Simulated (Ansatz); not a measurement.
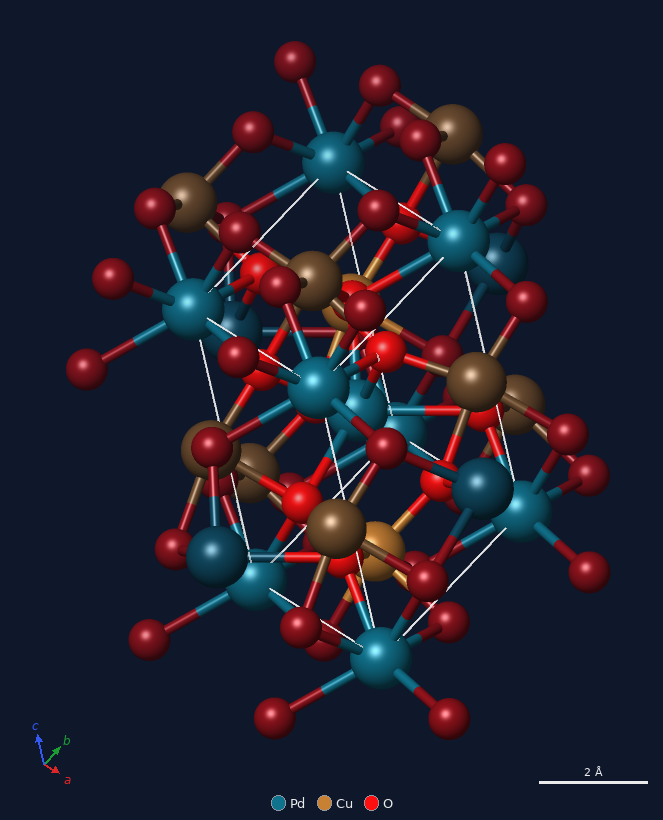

Drawn in the ball-and-stick manner and seen slightly off an axis. The frame is the simulation cell; atoms at its boundary are shown with their periodic copies. Atoms just outside the outline that bond to atoms inside are added, in fainter colours.

```xyz
10
Lattice="5.1732 0.0000 0.0000 -2.5866 4.4801 0.0000 -2.5866 1.4934 4.2871" Properties=species:S:1:pos:R:3 pbc="T T T"
Pd    0.0000    0.0000    0.0000
Pd    0.0000    2.9867    2.1436
Cu   -2.5866    4.4801    2.8398
Cu    2.5866    1.4934    0.6962
O    -0.3244    1.5713    3.6659
O     1.3880    3.4136    3.6659
O    -1.0636    3.9754    3.6659
O     1.0636    0.9886    1.5224
O    -2.2622    3.0647    1.5224
O     1.1986    4.9069    1.5224
```

Electronic-structure method: DFT, PAW plane waves, r2SCAN+U in Ansatz 0.2.0. Parameters: a cutoff energy of 500 eV, 4×4×4 k-mesh, Fermi-Dirac smearing of 0.088 eV, U = 6.88 eV and J = 0.46 eV on Cu d, collinear spins. The state is ferrimagnetic. The pressure of the cell is 12 GPa.

**Give the Bader charge of each element.**

Cu +1.38 e; Pd +1.17 e; O -0.85 e.

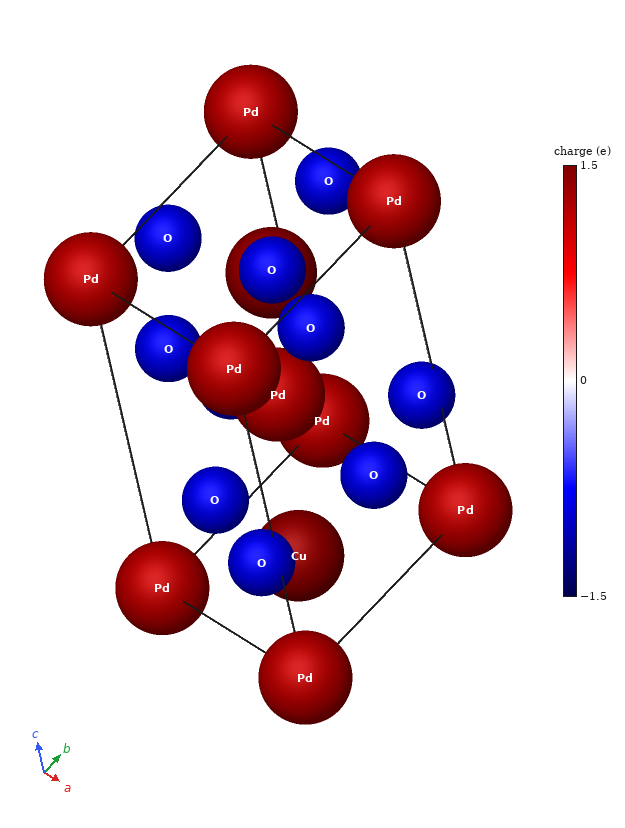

The atoms coloured by those charges.

This is a generated cell, made by putting these elements into a known structure type (the compound may or may not exist in this form), not relaxed. A calculation with Ansatz used it as input.

At this level of theory the cell isn't at rest (compressed, at 12 GPa and forces up to 2.3 eV/Å), so its distances can differ from those at equilibrium, the more so the softer the solid, and its magnetic state may change on relaxation.
